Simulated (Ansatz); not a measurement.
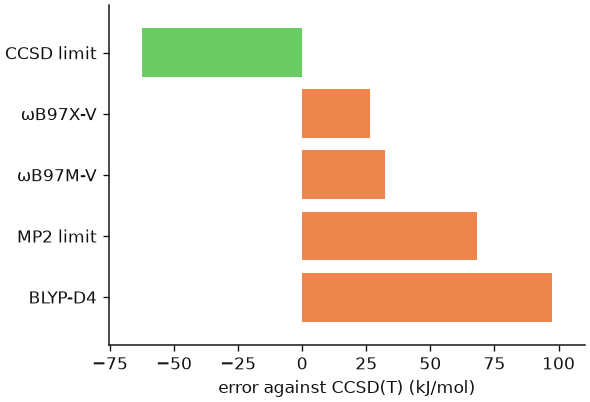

Error in the electronic atomisation energy (method less reference, so positive means overbinding) of CH₂N₂, SMILES N=C=N: functionals in def2-TZVPP against frozen-core CCSD(T) at the limit (scheme: direct), which gives 2007.9 kJ/mol, at a PBE0-D4/def2-TZVP geometry (a minimum by its frequencies), no zero-point or spin-orbit term, the Ansatz code 0.2.0. The reference leaves out core correlation, a term that grows with the number of heavy atoms. Limit means the basis limit.

**What range do the values span?**

From −62.7 kJ/mol (CCSD limit) to 97.6 kJ/mol (BLYP-D4).

**Which of these levels overbind, and which underbind?**

Overbind: ωB97X-V, ωB97M-V, MP2 limit and BLYP-D4. Underbind: CCSD limit.
